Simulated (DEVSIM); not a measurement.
Device: abrupt Ge p-n junction, at 300 K.

```
layer (left to right)  material  thickness (μm)  Nd (cm⁻³)  Na (cm⁻³)   τn (s)   τp (s)
---------------------  --------  --------------  ---------  ---------  -------  -------
1                            Ge            19.0          -     9.7e16  0.00013  0.00013
2                            Ge             240     1.9e16          -  0.00013  0.00013
```

Left contact: ohmic. Right contact: ohmic. Voltage is applied to the left contact. Recombination: SRH at mid-gap, radiative. Mobility is μmin + (μ − μmin)/(1 + (N/Nref)^α).

This is a model device: material constants are rounded textbook-type values typed into the input, and sizes, dopings and lifetimes were drawn at random. Values at 300 K.

| parameter | Ge |
|---|---|
| gap (eV) | 0.664 |
| affinity (eV) | 4 |
| permittivity | 16 |
| Nc (cm⁻³) | 1.04e19 |
| Nv (cm⁻³) | 6e18 |
| μn (cm²/Vs) | 3900 |
| μp (cm²/Vs) | 1900 |
| μn,min | 150 |
| μp,min | 100 |
| Nref,n | 2.6e17 |
| Nref,p | 4e17 |
| αn | 0.56 |
| αp | 0.6 |
| B (cm³/s) | 6.4e-14 |

Model (solved in DEVSIM): 1D drift-diffusion, Boltzmann statistics, complete ionisation; no tunnelling, impact ionisation, image-force lowering or self-heating.

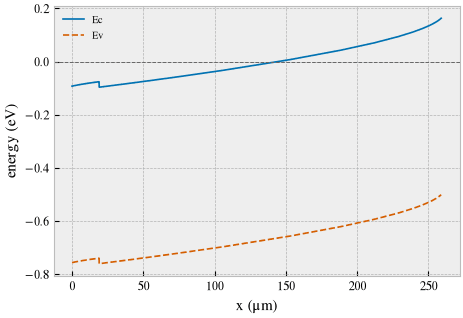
Band edges at 0.65 V on the left contact

Energies count from the Fermi level of the right contact; mesh points crowd at the junctions.

```csv
x (μm),Ec (eV),Ev (eV),n (cm⁻³),p (cm⁻³),field (V/cm)
0.000,-0.093,-0.757,4.5e9,9.7e16,12
0.06096,-0.093,-0.757,1.5e14,9.7e16,12
0.2763,-0.092,-0.756,6.7e14,9.8e16,12
1.037,-0.091,-0.755,2.5e15,9.9e16,11
5.611,-0.087,-0.751,1.2e16,1.1e17,≈ 0
14.45,-0.079,-0.743,2.8e16,1.3e17,≈ 0
17.73,-0.077,-0.741,3.3e16,1.3e17,≈ 0
18.78,-0.076,-0.740,3.5e16,1.3e17,≈ 0
18.95,-0.076,-0.740,3.6e16,1.3e17,-190
19.00,-0.090,-0.754,6.1e16,7.7e16,-5200
19.08,-0.097,-0.761,7.9e16,6.0e16,≈ 0
19.53,-0.096,-0.760,7.9e16,6.0e16,≈ 0
20.95,-0.095,-0.759,7.8e16,5.9e16,≈ 0
25.96,-0.092,-0.756,7.8e16,5.9e16,≈ 0
57.75,-0.070,-0.734,7.4e16,5.5e16,≈ 0
152.8,0.007,-0.657,6.0e16,4.1e16,≈ 0
229.1,0.094,-0.570,4.0e16,2.1e16,15
250.6,0.135,-0.529,2.8e16,9.0e15,25
257.4,0.156,-0.508,2.1e16,2.3e15,40
258.6,0.161,-0.503,2.0e16,6.7e14,46
258.9,0.163,-0.501,1.9e16,1.7e14,48
259.0,0.163,-0.501,1.9e16,2.3e10,49
```
